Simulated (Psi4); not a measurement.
**CH6GeO (SMILES C[O][GeH3]) at HF/3-21G**

What is the vertical ionisation energy of CH6GeO at HF/3-21G? 

The results are computed with Psi4 1.11.

1 further run of the same task is left out (set aside as unsound or not needed).

### Step 1. Starting point

CH6GeO has 9 atoms, charge 0, and is taken as a singlet. SMILES: `C[O][GeH3]`. The coordinates come from a PBE0-D4/def2-TZVP relaxation.

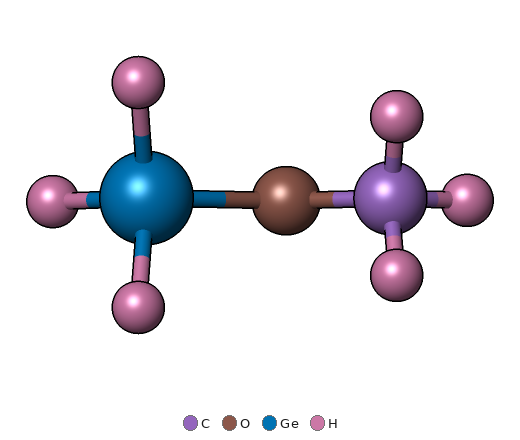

Viewed from a chosen angle; carbon purple, oxygen brown, germanium blue, hydrogen pink.

### Step 2. The energy at HF/3-21G

File calc.py:

```python
import psi4

psi4.set_memory('1600 MB')
psi4.set_num_threads(1)
psi4.set_output_file('psi4.out', False)

geom = psi4.geometry("""
C
O 1 1.405623
Ge 2 1.779313 1 117.80494
H 1 1.0926 2 108.07752 3 179.97575
H 1 1.09865 4 108.03908 2 121.62982
H 1 1.098662 4 108.03305 5 116.75839
H 3 1.54183 2 108.94596 1 -59.79833
H 3 1.530709 7 112.07007 2 115.66227
H 3 1.541783 8 112.06868 7 -123.84426
symmetry c1
""")

psi4.set_options({
    'basis': '3-21G',
    'puream': True,
    'e_convergence': 1e-09,
    'd_convergence': 1e-08,
    'scf_type': 'pk',
})

result, w = psi4.energy('hf', return_wfn=True)
psi4.oeprop(w, 'MULLIKEN_CHARGES', 'WIBERG_LOWDIN_INDICES', 'MAYER_INDICES')
print(f'hf energy: {result:.10f} Eh')
```

The run is started by

```sh
python calc.py
```

psi4.out:

```text
[...]
  Running in c1 symmetry.
[...]
  Nuclear repulsion =  205.435286236628883
[...]
  Multiplicity = 1
[...]
  Nalpha       = 26
  Nbeta        = 26
[...]
    Number of basis functions: 52
[...]
   @RHF iter   1: -2180.49690483574750   -4.22093e+00   1.53039e-02 DIIS/ADIIS
[...]
   @RHF iter  11: -2180.91805450148877   -3.63798e-12   4.12948e-09 DIIS
[...]
    Orbital Energies [Eh]
    ---------------------
    Doubly Occupied:
       1A   -402.722803     2A    -51.947936     3A    -45.959704
       4A    -45.959661     5A    -45.959556     6A    -20.429799
       7A    -11.215966     8A     -7.169377     9A     -5.123540
      10A     -5.123029    11A     -5.122779    12A     -1.578363
      13A     -1.571967    14A     -1.571717    15A     -1.569790
      16A     -1.569325    17A     -1.317952    18A     -0.914179
      19A     -0.734654    20A     -0.621144    21A     -0.611104
      22A     -0.577676    23A     -0.487836    24A     -0.476706
      25A     -0.435638    26A     -0.415301
[...]
  @RHF Final Energy: -2180.91805450148877
   => Energetics <=
    Nuclear Repulsion Energy =            205.4352862366288832
    One-Electron Energy =               -3450.3316768974868864
    Two-Electron Energy =                1063.9783361593692916
    Total Energy =                      -2180.9180545014887684
[...]
 Multipole Moments:
 ------------------------------------------------------------------------------------
     Multipole            Electronic (a.u.)      Nuclear  (a.u.)        Total (a.u.)
 ------------------------------------------------------------------------------------
 L = 1.  Multiply by 2.5417464519 to convert [e a0] to [Debye]
 Dipole X            :         -0.0001611            0.0001592           -0.0000020
 Dipole Y            :         -5.5896097            4.9833360           -0.6062736
 Dipole Z            :          8.0884312           -8.4095727           -0.3211415
 Magnitude           :                                                    0.6860755
[...]
  Mulliken Charges: (a.u.)
   Center  Symbol    Alpha    Beta     Spin     Total
       1     C     3.11933  3.11933  0.00000 -0.23865
       2     O     4.39917  4.39917  0.00000 -0.79834
       3    GE    15.42478 15.42478  0.00000  1.15044
       4     H     0.39474  0.39474  0.00000  0.21053
       5     H     0.41722  0.41722  0.00000  0.16556
       6     H     0.41721  0.41721  0.00000  0.16558
       7     H     0.61230  0.61230  0.00000 -0.22461
       8     H     0.60295  0.60295  0.00000 -0.20591
       9     H     0.61230  0.61230  0.00000 -0.22461
   Total alpha = 26.00000, Total beta = 26.00000, Total charge =  0.00000
[...]
```

Standard output:

```text
hf energy: -2180.9180545015 Eh
```

It took 3.6 s on 1 thread of Intel Xeon Platinum 8259CL at 2.50GHz (Skylake/Cascade Lake), shared host; peak memory 0.21 GiB.

### Step 3. The doublet cation: energy and forces at UHF/3-21G

File ch6geo.in:

```
memory 1600 mb

molecule {
  1 2
  C
  O 1 1.405623
  Ge 2 1.779313 1 117.80494
  H 1 1.0926 2 108.07752 3 179.97575
  H 1 1.09865 4 108.03908 2 121.62982
  H 1 1.098662 4 108.03305 5 116.75839
  H 3 1.54183 2 108.94596 1 -59.79833
  H 3 1.530709 7 112.07007 2 115.66227
  H 3 1.541783 8 112.06868 7 -123.84426
  symmetry c1
}

set {
  basis         3-21G
  reference     uhf
  puream        true
  e_convergence 1e-09
  d_convergence 1e-08
  scf_type      pk
  maxiter       100
}

energy_value, wavefunction = gradient("hf", return_wfn=True)
```

The run is started by

```sh
psi4 ch6geo.in ch6geo.out -n 1
```

ch6geo.out (excerpt; [...] marks lines left out):

```text
[...]
  Running in c1 symmetry.
[...]
  Nuclear repulsion =  205.435286236628883
[...]
  Multiplicity = 2
[...]
  Nalpha       = 26
  Nbeta        = 25
[...]
    Number of basis functions: 52
[...]
   @UHF iter   1: -2180.14860800651695   -3.87263e+00   1.58644e-02 ADIIS/DIIS
[...]
   @UHF iter  16: -2180.59704635694834   -2.72848e-12   4.40761e-09 DIIS
[...]
   @S^2 Observed:                7.594057785E-01
[...]
  @UHF Final Energy: -2180.59704635694834
   => Energetics <=
    Nuclear Repulsion Energy =            205.4352862366288832
    One-Electron Energy =               -3436.8108622710997224
    Two-Electron Energy =                1050.7785296775223287
    Total Energy =                      -2180.5970463569483400
  UHF NO Occupations:
  HONO-2 :   24  A 1.9987052
  HONO-1 :   25  A 1.9982310
[...]
 Multipole Moments:
 ------------------------------------------------------------------------------------
     Multipole            Electronic (a.u.)      Nuclear  (a.u.)        Total (a.u.)
 ------------------------------------------------------------------------------------
 L = 1.  Multiply by 2.5417464519 to convert [e a0] to [Debye]
 Dipole X            :          0.0000615            0.0001592            0.0002207
 Dipole Y            :         -4.4710395            4.9833360            0.5122965
 Dipole Z            :          6.8959904           -8.4095727           -1.5135822
 Magnitude           :                                                    1.5979296
[...]
  -Total Gradient:
     Atom            X                  Y                   Z
    ------   -----------------  -----------------  -----------------
       1        0.000011146983    -0.037996970532     0.079120963569
       2       -0.000012225166    -0.024593053975     0.000351980626
       3        0.000023279125     0.080322903594    -0.068908912411
       4       -0.000003213582     0.010430732575    -0.004705573103
       5       -0.004842832250     0.000826759898    -0.012756080815
       6        0.004839173443     0.000830260337    -0.012748368183
       7       -0.003327859014    -0.013010262935     0.005639784239
       8       -0.000001845172    -0.003807245156     0.008357195391
       9        0.003314375633    -0.013003123842     0.005649010762
[...]
```

Wall time 4.2 s (1 thread of Intel Xeon Platinum 8259CL at 2.50GHz (Skylake/Cascade Lake), shared host); peak memory 0.21 GiB.

### Step 4. Summary of results

Level: HF/3-21G.

| quantity | value |
| --- | --- |
| singlet CH6GeO: total energy | -2180.91805 Eh |
| singlet CH6GeO: dipole moment | 1.74 D |
| singlet CH6GeO: HOMO energy | -11.30 eV |
| singlet CH6GeO: LUMO energy | 4.08 eV |
| singlet CH6GeO: HOMO–LUMO gap | 15.38 eV |
| doublet cation: total energy | -2180.59705 Eh |
| doublet cation: HOMO energy (highest over α and β) | -18.36 eV |
| doublet cation: LUMO energy (lowest over α and β) | -6.23 eV |
| doublet cation: ⟨S²⟩ | 0.759 |
| doublet cation: largest force on an atom | 5.442 eV/Å |
| vertical ionisation energy (to the doublet cation) | 8.735 eV |

Removing an electron at fixed nuclei costs 8.74 eV (843 kJ/mol). The negative HOMO energy of the first species, 11.30 eV, lies 2.57 eV above that difference. Mulliken charges (singlet CH6GeO) run from -0.80 on O2 to +1.15 on Ge3; they depend strongly on the basis.
